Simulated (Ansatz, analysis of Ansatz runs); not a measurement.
# Fe on the octahedral Ga site in beta-Ga2O3: charge-transition level, PBE+U

How near does this set-up come to the measured charge-transition level? Subject: Fe on the octahedral Ga site in beta-Ga2O3. Set-up: PBE+U, 120-site cell, PBE lattice, 420 eV, k: the single point 1/4 1/4 1/4 then 2x2x2 shifted 0.5 0.5 0.5, U 4 eV on Fe d. The model is a cell of 120 host atoms with 1 Ga taken out and 1 Fe put in. The level is the Fermi energy at which two charge states have equal formation energy, after a correction for the images of the charge. A Hubbard U on the impurity's d shell is the cheap way to lessen its self-interaction.

**The experiment.** (0/-1) level below the conduction-band bottom: 0.78 eV, by DLTS (with SIMS correlation to Fe) (“Iron and intrinsic deep level states in Ga2O3”, 2018, Ingebrigtsen et al.). (0/-1) level below the conduction-band bottom: 0.83 eV, by EPR isothermal decay of photoinduced Fe2+ (300.5-315 K), general-order kinetics (“Point Defects in Lithium Gallate and Gallium Oxide”, 2019, C. A. Lenyk). The calculation is set beside it at the end.

Method: plane-wave PAW DFT, PBE+U; relaxation of all atoms of a defect supercell, in Ansatz 0.2.0.

## Step 1: The starting structure

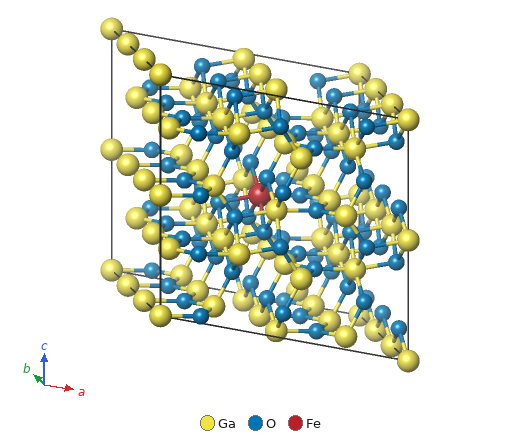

Start, viewed slightly off an axis; gallium yellow, oxygen blue, iron red. Bonds to atoms that aren't drawn are left out. Some periodic images of atoms are drawn too.

The cell holds 120 atoms: 47 Ga, 72 O and 1 Fe. Its edges and angles: a = 12.452 Å, b = 9.251 Å, c = 11.755 Å, α = 90.0°, β = 103.7°, γ = 90.0°. It derives from Ga2O3 (space group C2/m). Nearest the centre at fractional (0.341, 0.333, 0.343): Fe47 at 0.00 Å, O11 at 1.97 Å, O51 at 1.97 Å, O60 at 1.97 Å, O53 at 2.04 Å, O15 at 2.11 Å, O55 at 2.11 Å, Ga7 at 3.08 Å.

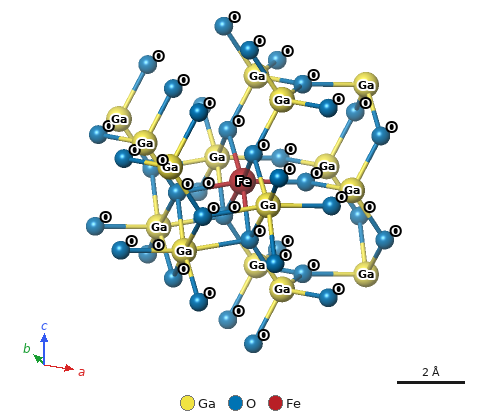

The atoms within 5 Å of the centre.

The host's primitive cell comes from a first run (plane-wave PAW DFT, PBE; relaxation of the host's cell and atoms): vectors of 6.414, 6.414 and 5.877 Å. That is 10.96 Å³ an atom, 5.0 % over the diffraction cell's volume. The supercell is built on it.

## Step 2: Relaxation, charge 0

Every later number rests on the structure around the defect, so the atoms are relaxed at the host's lattice first.

Input file relax0/input.yaml:

```yaml
relax:
  f_tol: 0.02
  max_steps: 80
  random_displacement: { amplitude: 0.05, seed: 440 }
crystal:
  lattice:
    - [12.45229053, 0.0, 0.02241701]
    - [0.0, 9.25068811, 0.0]
    - [-2.80539192, 0.0, 11.41508303]
  atoms:
    - { symbol: Ga, position: [0.089937622, 0.0, 0.397359623] }
    - { symbol: Ga, position: [0.589937622, 0.166666667, 0.397359623] }
    - { symbol: Ga, position: [0.410062378, 0.166666667, 0.102640377] }
[... 1 atom line left out ...]
    - { symbol: Ga, position: [0.158504404, 0.166666667, 0.157060609] }
[... 1 atom line left out ...]
    - { symbol: Ga, position: [0.341495596, 0.0, 0.342939391] }
[... 1 atom line left out ...]
    - { symbol: O, position: [0.163541397, 0.0, 0.054588818] }
[... 1 atom line left out ...]
    - { symbol: O, position: [0.336458603, 0.166666667, 0.445411182] }
[... 1 atom line left out ...]
    - { symbol: O, position: [0.173692388, 0.0, 0.282155484] }
    - { symbol: O, position: [0.673692388, 0.166666667, 0.282155484] }
    - { symbol: O, position: [0.326307612, 0.166666667, 0.217844516] }
[... 1 atom line left out ...]
    - { symbol: O, position: [0.496012471, 0.0, 0.128322801] }
    - { symbol: O, position: [0.996012471, 0.166666667, 0.128322801] }
    - { symbol: O, position: [0.003987529, 0.166666667, 0.371677199] }
    - { symbol: O, position: [0.503987529, 0.0, 0.371677199] }
[... 2 atom lines left out ...]
    - { symbol: Ga, position: [0.410062378, 0.166666667, 0.602640377] }
[... 6 atom lines left out ...]
    - { symbol: O, position: [0.663541397, 0.166666667, 0.554588818] }
[... 4 atom lines left out ...]
    - { symbol: O, position: [0.326307612, 0.166666667, 0.717844516] }
[... 1 atom line left out ...]
    - { symbol: O, position: [0.496012471, 0.0, 0.628322801] }
[... 3 atom lines left out ...]
    - { symbol: Ga, position: [0.089937622, 0.333333333, 0.397359623] }
    - { symbol: Ga, position: [0.589937622, 0.5, 0.397359623] }
    - { symbol: Ga, position: [0.410062378, 0.5, 0.102640377] }
[... 1 atom line left out ...]
    - { symbol: Ga, position: [0.158504404, 0.5, 0.157060609] }
[... 1 atom line left out ...]
    - { symbol: Fe, position: [0.341495596, 0.333333333, 0.342939391], spin: 5.0 }
[... 1 atom line left out ...]
    - { symbol: O, position: [0.163541397, 0.333333333, 0.054588818] }
[... 1 atom line left out ...]
    - { symbol: O, position: [0.336458603, 0.5, 0.445411182] }
[... 1 atom line left out ...]
    - { symbol: O, position: [0.173692388, 0.333333333, 0.282155484] }
    - { symbol: O, position: [0.673692388, 0.5, 0.282155484] }
    - { symbol: O, position: [0.326307612, 0.5, 0.217844516] }
[... 1 atom line left out ...]
    - { symbol: O, position: [0.496012471, 0.333333333, 0.128322801] }
    - { symbol: O, position: [0.996012471, 0.5, 0.128322801] }
    - { symbol: O, position: [0.003987529, 0.5, 0.371677199] }
    - { symbol: O, position: [0.503987529, 0.333333333, 0.371677199] }
[... 2 atom lines left out ...]
    - { symbol: Ga, position: [0.410062378, 0.5, 0.602640377] }
[... 2 atom lines left out ...]
    - { symbol: Ga, position: [0.658504404, 0.333333333, 0.657060609] }
[... 2 atom lines left out ...]
    - { symbol: O, position: [0.163541397, 0.333333333, 0.554588818] }
    - { symbol: O, position: [0.663541397, 0.5, 0.554588818] }
[... 4 atom lines left out ...]
    - { symbol: O, position: [0.326307612, 0.5, 0.717844516] }
[... 1 atom line left out ...]
    - { symbol: O, position: [0.496012471, 0.333333333, 0.628322801] }
[... 3 atom lines left out ...]
    - { symbol: Ga, position: [0.089937622, 0.666666667, 0.397359623] }
[... 5 atom lines left out ...]
    - { symbol: Ga, position: [0.341495596, 0.666666667, 0.342939391] }
[... 1 atom line left out ...]
    - { symbol: O, position: [0.163541397, 0.666666667, 0.054588818] }
[... 3 atom lines left out ...]
    - { symbol: O, position: [0.173692388, 0.666666667, 0.282155484] }
[... 3 atom lines left out ...]
    - { symbol: O, position: [0.496012471, 0.666666667, 0.128322801] }
[... 2 atom lines left out ...]
    - { symbol: O, position: [0.503987529, 0.666666667, 0.371677199] }
[... 16 atom lines left out ...]
    - { symbol: O, position: [0.496012471, 0.666666667, 0.628322801] }
[... 2 atom lines left out ...]
    - { symbol: O, position: [0.503987529, 0.666666667, 0.871677199] }
  host:
    repeats: [1, 3, 2]
    atoms:
      - { symbol: Ga, position: [0.089937622, 0.0, 0.794719246] }
      - { symbol: Ga, position: [0.589937622, 0.5, 0.794719246] }
      # ... 18 more atoms of the perfect host
basis:
  ecutwfc: 420
  xc_grid: 2
hamiltonian:
  xc: pbe
  hubbard: { sites: [{ species: Fe, l: d, u_eff: 4.0 }] }
kpoints:
  mp_grid: { grid: [1, 1, 1], shift: [0.25, 0.25, 0.25] }
magnetization:
  spin_polarized: true
  initial_magnetization: 5
  spin_locking: { lock_magnetization: hard }
scf:
  occupations: { method: fermi_dirac, width: 0.01 }
  max_iter: 120
output:
  forces: true
  charged_corrections:
    epsilon: [4.14, 4.26, 4.27]
    static_epsilon: [11.49, 11.65, 13.8]
    defect_position: [0.341496, 0.333333, 0.342939]
checkpoint:
  write: "../relax0.run"
  compress: false
  write_wavefunctions: true
  write_every: 100000
```

The run is started by

```console
ansatz run input.yaml --threads 8 --pin off --max-ram 14131MiB --backend cpu --events-out ev --progress --plain --runs-dir out
```

Numbers of over 12 decimals in the logs are rounded to 6 here.

Log:

```text
[... repeated set-up lines and file paths are left out, and long positions are rounded to six places ...]
Ga: projections on atomic orbitals take those of the free atom [Ar] 3d10 4s2 4p1, of charge +0.00 (hamiltonian.pseudopotentials.projection_atoms); the dataset's partial waves leave at most 1.1e-6 of an orbital's norm unspanned inside its sphere
O: projections on atomic orbitals take those of the free atom [He] 2s2 2p4, of charge +0.00 (hamiltonian.pseudopotentials.projection_atoms); the dataset's partial waves leave at most 1.9e-8 of an orbital's norm unspanned inside its sphere
Fe: projections on atomic orbitals take those of the free atom [Ne] 3s2 3p6 3d6 4s2, of charge +0.00 (hamiltonian.pseudopotentials.projection_atoms); the dataset's partial waves leave at most 1.1e-6 of an orbital's norm unspanned inside its sphere
Engine: ansatz 0.2.0, x86_64-unknown-linux-gnu
Pseudopotentials: kind: paw
Pseudopotential: Ga, paw, valence charge 13, recommended cutoff 420 eV (normal), Ga.paw.azcp
Pseudopotential: O, paw, valence charge 6, recommended cutoff 420 eV (normal), O.paw.azcp
Pseudopotential: Fe, paw, valence charge 16, recommended cutoff 420 eV (normal), Fe.paw.azcp
Functional definition: PBE
  parameter kappa = 0.804
  parameter beta = 0.066725
  exchange = pbe_x(kappa = kappa, mu = beta*pi^2/3)
  correlation = pbe_c(beta = beta)
Crystal: 120 atoms, lattice volume = 1315.511 Å³
Basis set: ecut = 420 eV, 25761 PW (Γ), exchange–correlation on 180×128×160 points (8 copies of the dense FFT grid, shifted against one another)
Bands: 652, of which v1, the nominal top of the filled ones, is band 530 counted from 1 (529 counted from 0)
Symmetry: 1 space group operations
k-points: 1
Non-local potential: Ga, projectors of the file, l = 0: 2, l = 1: 2, l = 2: 3, l = 3: 1
Non-local potential: O, projectors of the file, l = 0: 2, l = 1: 2, l = 2: 1
Non-local potential: Fe, projectors of the file, l = 0: 3, l = 1: 2, l = 2: 3, l = 3: 1
PAW form: soft (Blöchl's): semilocal exchange-correlation on the pseudo side does not see the compensation charge
PAW one-centre angular grid: Ga, 590 points (default); XC on 64 Gauss nodes
PAW one-centre angular grid: O, 110 points (default); XC on 64 Gauss nodes
PAW one-centre angular grid: Fe, 590 points (default); XC on 64 Gauss nodes
Initial density: superposition of atomic densities (chi_scale 0.1, normalization cell, long waves kept (reshape's long-wave potential 0.10 eV rms))
Starting moments: Σ|m| = 5 μB on 1 of 120 sites
Initial wavefunctions: pseudopotential atomic-orbital guess
Functional: x = pbe(κ = 0.804, μ = 0.219515), c = pbe(β = 0.066725)
SCF iter   1: F=—  HF=-223199.311005 eV  |F-HF|=—  |Δ(HF+E_count)|=         —  Δρ=5.41e-2 (↑5.36e-2 ↓5.41e-2)  dr2=7.71e1  dr2_m=3.37e-1  M=5.000 μB ∫|m|=5.017 μB  β_m=0.30  ethr=3.10e-3  ⟨swp⟩=6.0  Hψ=4442  notcnv=0  defer=90
preconditioner: auto → Resta (q_TF=auto, 2.631 Å⁻¹)  ε∞=4.3  [insulator: Δε(μ)=1.162 eV  Ē_g=18.223 eV  σ=0.010 eV  W_gap=1.00  n_scr=398 (ndim 8)  ℏωp=33.2 eV  f_vac=0.000  D(μ)=0.00/eV (n_scr^D=0)  ε∞_Penn≈4.3]
spin=Collinear: Resta preconditioning applied to the charge; magnetization (m = ρ↑ − ρ↓) channel mixes plain (no charge-response kernel on spin).
SCF iter   2: F=—  HF=-223183.454401 eV  |F-HF|=—  |Δ(HF+E_count)|=    1.59e1  Δρ=3.47e-2 (↑3.47e-2 ↓3.47e-2)  dr2=3.11e1  dr2_m=7.54e-2  M=5.000 μB ∫|m|=5.023 μB  β_m=0.53  ethr=3.10e-3  ⟨swp⟩=3.5  Hψ=2575  notcnv=0  defer=233
SCF iter   3: F=—  HF=-223173.864348 eV  |F-HF|=—  |Δ(HF+E_count)|=    9.59e0  Δρ=1.15e-2 (↑8.96e-3 ↓1.15e-2)  dr2=3.47e0  dr2_m=1.06e-1  M=5.000 μB ∫|m|=5.039 μB  β_m=0.56  ethr=2.93e-3  ⟨swp⟩=2.5  Hψ=1976  notcnv=0  defer=233
SCF iter   4: F=—  HF=-223173.384993 eV  |F-HF|=—  |Δ(HF+E_count)|=   4.79e-1  Δρ=4.59e-3 (↑3.55e-3 ↓4.59e-3)  dr2=7.75e-1  dr2_m=9.79e-3  M=5.000 μB ∫|m|=5.056 μB  β_m=0.52  ethr=3.27e-4  ⟨swp⟩=3.0  Hψ=2367  notcnv=0  defer=233
SCF iter   5: F=—  HF=-223173.382321 eV  |F-HF|=—  |Δ(HF+E_count)|=   2.67e-3  Δρ=1.71e-3 (↑1.70e-3 ↓1.71e-3)  dr2=1.11e-1  dr2_m=1.82e-4  M=5.000 μB ∫|m|=5.050 μB  β_m=0.76  ethr=7.32e-5  ⟨swp⟩=3.0  Hψ=2368  notcnv=0  defer=233
SCF iter   6: F=—  HF=-223173.503358 eV  |F-HF|=—  |Δ(HF+E_count)|=   1.21e-1  Δρ=8.48e-4 (↑7.20e-4 ↓8.48e-4)  dr2=2.41e-2  dr2_m=7.73e-4  M=5.000 μB ∫|m|=5.052 μB  β_m=0.66  ethr=1.04e-5  ⟨swp⟩=3.0  Hψ=2142  notcnv=0  defer=233
SCF iter   7: F=—  HF=-223173.500865 eV  |F-HF|=—  |Δ(HF+E_count)|=   2.49e-3  Δρ=4.57e-4 (↑1.71e-4 ↓4.57e-4)  dr2=4.58e-3  dr2_m=4.26e-4  M=5.000 μB ∫|m|=5.052 μB  β_m=0.74  ethr=2.27e-6  ⟨swp⟩=2.0  Hψ=2128  notcnv=0  defer=233
SCF iter   8: F=—  HF=-223173.503668 eV  |F-HF|=—  |Δ(HF+E_count)|=   2.80e-3  Δρ=9.69e-5 (↑7.41e-5 ↓9.69e-5)  dr2=3.46e-4  dr2_m=9.37e-6  M=5.000 μB ∫|m|=5.053 μB  β_m=0.85  ethr=4.32e-7  ⟨swp⟩=2.0  Hψ=2255  notcnv=0  defer=233
SCF iter   9: F=—  HF=-223173.504142 eV  |F-HF|=—  |Δ(HF+E_count)|=   4.74e-4  Δρ=8.02e-5 (↑4.64e-5 ↓8.02e-5)  dr2=1.54e-4  dr2_m=1.11e-5  M=5.000 μB ∫|m|=5.054 μB  β_m=0.77  ethr=3.26e-8  ⟨swp⟩=2.0  Hψ=2136  notcnv=0  defer=233
SCF iter  10: F=—  HF=-223173.504133 eV  |F-HF|=—  |Δ(HF+E_count)|=   8.25e-6  Δρ=3.59e-5 (↑1.97e-5 ↓3.59e-5)  dr2=3.19e-5  dr2_m=2.08e-6  M=5.000 μB ∫|m|=5.053 μB  β_m=0.81  ethr=1.45e-8  ⟨swp⟩=2.0  Hψ=2114  notcnv=0  defer=233
SCF iter  11: F=-223173.504137 eV  HF=-223173.504138 eV  |F-HF|=5.64e-7  |Δ(HF+E_count)|=   4.39e-6  Δρ=6.19e-6 (↑5.72e-6 ↓6.19e-6)  dr2=1.44e-6  dr2_m=2.49e-8  M=5.000 μB ∫|m|=5.053 μB  ethr=9.44e-10  ⟨swp⟩=3.5  Hψ=3431  notcnv=0
SCF 1 converged in 11 iterations: F = -223173.504137 eV  dr2 = 1.44e-6
  greatest PAW one-centre occupation: 1.002 electrons in one spin orbital (limit 2), on the Fe atom at site 46 (counted from 0), in its partial waves of l = 1
relax step   1: F+E_penalty+E_count = -223173.50413724 eV  Δ(F+E_penalty+E_count) = +0.000e0 eV  max|allowed force component| = 1.986e0 eV/Å  Δτ_max = 0.0000 Å  (11 SCF iters, dr2 threshold 1.00e-5 eV, accepted)
[... the SCF cycles and remarks between the steps are left out from here to the last step ...]
relax step   2: F+E_penalty+E_count = -223175.05800997 eV  Δ(F+E_penalty+E_count) = -1.554e0 eV  max|allowed force component| = 1.101e0 eV/Å  Δτ_max = 0.0599 Å  (7 SCF iters, dr2 threshold 1.00e-4 eV, accepted)
relax step   3: F+E_penalty+E_count = -223175.72205235 eV  Δ(F+E_penalty+E_count) = -6.640e-1 eV  max|allowed force component| = 8.929e-2 eV/Å  Δτ_max = 0.0639 Å  (7 SCF iters, dr2 threshold 7.58e-5 eV, accepted)
relax step   4: F+E_penalty+E_count = -223175.72685074 eV  Δ(F+E_penalty+E_count) = -4.798e-3 eV  max|allowed force component| = 2.457e-2 eV/Å  Δτ_max = 0.0118 Å  (7 SCF iters, dr2 threshold 4.98e-7 eV, accepted)
SCF iter   1: F=—  HF=-223175.725718 eV  |F-HF|=—  |Δ(HF+E_count)|=         —  Δρ=1.53e-4 (↑1.52e-4 ↓1.53e-4)  dr2=4.13e-4  dr2_m=2.09e-6  M=5.000 μB ∫|m|=5.054 μB  β_m=0.30  ethr=2.94e-7  ⟨swp⟩=4.0  Hψ=3181  notcnv=0  defer=233
SCF iter   2: F=—  HF=-223175.725654 eV  |F-HF|=—  |Δ(HF+E_count)|=   6.40e-5  Δρ=1.05e-4 (↑1.05e-4 ↓1.05e-4)  dr2=1.97e-4  dr2_m=1.08e-6  M=5.000 μB ∫|m|=5.054 μB  β_m=0.61  ethr=3.90e-8  ⟨swp⟩=1.0  Hψ=1500  notcnv=0  defer=233
SCF iter   3: F=—  HF=-223175.725615 eV  |F-HF|=—  |Δ(HF+E_count)|=   3.88e-5  Δρ=1.35e-5 (↑1.35e-5 ↓1.34e-5)  dr2=9.49e-6  dr2_m=1.77e-8  M=5.000 μB ∫|m|=5.054 μB  β_m=0.60  ethr=1.86e-8  ⟨swp⟩=2.0  Hψ=1818  notcnv=0  defer=233
SCF iter   4: F=—  HF=-223175.727195 eV  |F-HF|=—  |Δ(HF+E_count)|=   1.58e-3  Δρ=5.59e-6 (↑5.36e-6 ↓5.59e-6)  dr2=1.97e-6  dr2_m=7.36e-9  M=5.000 μB ∫|m|=5.054 μB  β_m=0.80  ethr=8.97e-10  ⟨swp⟩=2.0  Hψ=2042  notcnv=0  defer=233
SCF iter   5: F=—  HF=-223175.727195 eV  |F-HF|=—  |Δ(HF+E_count)|=   1.31e-7  Δρ=2.81e-6 (↑2.67e-6 ↓2.81e-6)  dr2=3.36e-7  dr2_m=1.38e-9  M=5.000 μB ∫|m|=5.054 μB  β_m=0.72  ethr=1.86e-10  ⟨swp⟩=2.0  Hψ=1508  notcnv=0  defer=233
SCF iter   6: F=-223175.727195 eV  HF=-223175.727195 eV  |F-HF|=1.53e-8  |Δ(HF+E_count)|=   4.66e-8  Δρ=9.25e-7 (↑7.92e-7 ↓9.25e-7)  dr2=3.89e-8  dr2_m=3.74e-10  M=5.000 μB ∫|m|=5.054 μB  ethr=9.44e-12  ⟨swp⟩=3.0  Hψ=3430  notcnv=0
SCF 5 converged in 6 iterations: F = -223175.727195 eV  dr2 = 3.89e-8
relax step   5: F+E_penalty+E_count = -223175.72719459 eV  Δ(F+E_penalty+E_count) = -3.438e-4 eV  max|allowed force component| = 4.394e-3 eV/Å  Δτ_max = 0.0021 Å  (6 SCF iters, accepted)
NSCF: frozen V_eff on 1 k-points
the band table was solved once a step of the walk had ended and its energy, with any forces and stress, was formed, with the checks that follow a solve (3139 applications of the Hamiltonian). They found nothing against the state; [...]
SCF converged after 6 iterations
Stability checked in part: among states of this total moment the steps that led to this state did not find it unstable. No probe was made; neither looks for a lower state of another moment (fixed_total_moment; see scf.lower_state_search)
Magnetization: 5.0000 μB (532.0000 up, 527.0000 down)
Absolute magnetization: 5.0547 μB (∫|ρ↑−ρ↓|, with the PAW one-centre terms)
Spin contamination: 0.0046 ħ² per cell (⟨S²⟩ above its minimum at these occupations)
Per-site moments (μB) at R_I (Å): [(8.282420498484175e-6, 0.766518), (0.00205291, 0.765648), (0.00100711, 0.766333), [... 117 left out ...]
Free energy (F): -223175.727195 eV
Harris-Foulkes:  -223175.727195 eV  (|F-HF|=1.53e-8)
Internal energy: -223175.727195 eV  (E = F + TS)
E sigma→0 (E₀):  -223175.727195 eV
Fermi energy:    8.917608 (↑ 9.075051, ↓ 8.894684) eV
--- Per-component energies (eV) ---
  E_band       = -2098.919415
  E_kinetic    = 18388.083789
  E_local      = -112219.783243  (includes V_loc(G=0)·N_el)
  E_nonlocal   = 24033.959921
  E_hartree    = 50099.122564
  E_xc         = -8574.995625
  E_vxc        = -9543.818011  (∫ρ·V_xc dr)
  E_hubbard    = 1.277700  (on-site DFT+U / exact-exchange correction)
  E_vhub       = -8.985011  (the Hubbard potential's part of the band-sum identity)
  E_paw        = -106670.409700  (= ΣΔE_a)
  E_vpaw       = -22946.792365  (= ΣTr[D̂ρ^β])
  E_aug_tail   = 0.172504  (compensation charges beyond the density's cutoff)
  E_ewald      = -88233.155103
  E_smearing   = -0.000000  (= −TS)
  E_closure    = -0.000000  (closes the sum)
  Σ components = -223175.727195   (vs F -223175.727195, Δ=0.00e0)
--- Forces (eV/Å), atoms counted from 1 ---
  atom   1  Ga     0.00095842    -0.00018466     0.00004390
  atom   2  Ga    -0.00112894    -0.00099952     0.00174138
  [... 2 atoms left out ...]
  atom   5  Ga     0.00179386    -0.00011957     0.00057813
  [... 1 atom left out ...]
  atom   7  Ga     0.00332876     0.00002976     0.00189569
  [... 3 atoms left out ...]
  atom  11  O     -0.00072733    -0.00001770     0.00096735
  [... 3 atoms left out ...]
  atom  15  O     -0.00164484     0.00025564    -0.00140735
  [... 31 atoms left out ...]
  atom  47  Fe     0.00361508    -0.00045449     0.00138345
  [... 3 atoms left out ...]
  atom  51  O     -0.00084730    -0.00038913     0.00095993
  [... 1 atom left out ...]
  atom  53  O     -0.00045332    -0.00006851    -0.00101114
  [... 1 atom left out ...]
  atom  55  O     -0.00151896     0.00016154    -0.00179885
  [... 4 atoms left out ...]
  atom  60  O     -0.00269510     0.00016065    -0.00044962
  [... 26 atoms left out ...]
  atom  87  Ga     0.00283636     0.00057308     0.00182272
  [... 33 atoms left out ...]
  max |Σ_I F_I| component: 1.87e-5 eV/Å
--- Band table (eV) ---
  k-point 0 ↑: bands = ["-83.1848", "-49.1762", "-49.1240", "-49.1101", [... 644 left out ...] "18.9208", "18.9427", "18.9941", "19.0055"]
  k-point 0 ↓: bands = ["-78.1636", "-44.2658", "-44.2185", "-44.2162", [... 644 left out ...] "18.9378", "18.9604", "19.0060", "19.0267"]
Occupation matrices written to <dir>
--- The result so far, ahead of a search for a lower minimum behind the relaxation; the run's own can be another ---
--- Relaxed structure (5 steps of the walk, 5 accepted, 0 SCFs on fresh bases) ---
  F+E_penalty+E_count = -223175.72719459 eV   max|allowed force component| = 4.394e-3 eV/Å
  atoms:
    - { symbol: Ga, position: [0.089819, -0.000206, 0.397754] }
    - { symbol: Ga, position: [0.591546, 0.166056, 0.398304] }
    [... 2 atoms left out ...]
    - { symbol: Ga, position: [0.158121, 0.166559, 0.157202] }
    [... 1 atom left out ...]
    - { symbol: Ga, position: [0.341522, -0.000721, 0.342698] }
    [... 3 atoms left out ...]
    - { symbol: O, position: [0.336286, 0.164016, 0.447288] }
    [... 3 atoms left out ...]
    - { symbol: O, position: [0.325637, 0.163681, 0.217190] }
    [... 31 atoms left out ...]
    - { symbol: Fe, position: [0.342501, 0.333312, 0.345095] }
    [... 3 atoms left out ...]
    - { symbol: O, position: [0.336280, 0.502609, 0.447300] }
    [... 1 atom left out ...]
    - { symbol: O, position: [0.171186, 0.333344, 0.281015] }
    [... 1 atom left out ...]
    - { symbol: O, position: [0.325631, 0.502855, 0.217195] }
    [... 4 atoms left out ...]
    - { symbol: O, position: [0.506551, 0.333274, 0.373159] }
    [... 26 atoms left out ...]
    - { symbol: Ga, position: [0.341522, 0.667319, 0.342704] }
    [... 153 atoms left out ...]
```

The job ended after 3.6 min (8 threads of Intel Xeon 6975P-C (Granite Rapids), shared host; peak memory 9.1 GiB).

(Continued in part 2 of 2.)

[Logs are printed without paths, hosts, clocks, repeated set-up lines and the standing remarks that a program may print on its own settings, such as how far it seeks lower states.]

[Hosts, paths, dates, database ids (printed as entryN), source tags and the programs' standing remarks are cut or masked in the printed files.]

[For some hosts the program warned that the k-mesh of the response run may be too coarse for force constants and the static dielectric constant; such warnings are not shown here.]
